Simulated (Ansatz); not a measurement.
Ce (fcc, Cu type)

```cif
data_Ce4
_chemical_formula_sum 'Ce4'
_space_group_name_H-M_alt 'Fm-3m'
_space_group_IT_number 225
_space_group_name_Hall '-F 4 2 3'
_cell_length_a 4.73165
_cell_length_b 4.73165
_cell_length_c 4.73165
_cell_angle_alpha 90.000
_cell_angle_beta 90.000
_cell_angle_gamma 90.000
loop_
_atom_site_label
_atom_site_type_symbol
_atom_site_symmetry_multiplicity
_atom_site_Wyckoff_symbol
_atom_site_fract_x
_atom_site_fract_y
_atom_site_fract_z
_atom_site_occupancy
Ce1 Ce 4 a 0.00000 0.00000 0.00000 1
```
(The calculation used a cell of 1 atom; values per cell refer to that cell.)

Equation-of-state scan: isotropic scaling of the cell above, V₀ being its volume. Symmetry pins the atoms to their sites.

Method: PBE (plane waves to 420 eV, PAW, scalar-relativistic; Ansatz, a quantum-chemistry and plane-wave program). k mesh 17×17×17 (Γ-centred), Fermi-Dirac smearing 0.05 eV. The energy includes the smearing's −TS. Ce is run without spin polarisation. Ce was relaxed with its symmetry unable to fall. The PAW data are Ansatz's earlier set. The relaxed volume of Ce is well below the measured one. The filling of the f shell was not checked against other fillings, so treat energies with care. ΔE is measured from the relaxed starting cell.

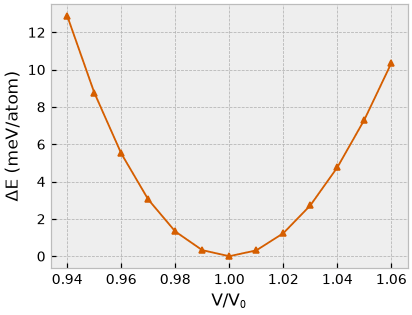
Figure. ΔE (meV/atom) against V/V₀; computed points joined by lines.

### Question
What is ΔE at V/V₀ = 1.060?

### Answer
About 10 meV/atom.

### Question
What bulk modulus B₀ follows from a third-order Birch-Murnaghan fit?

### Answer
About 39 GPa.

### Question
What is ΔE at V/V₀ = 0.940?

### Answer
About 13 meV/atom.

(A scan under strain: stresses follow from slopes of the energy per volume, elastic moduli from its curvatures.)
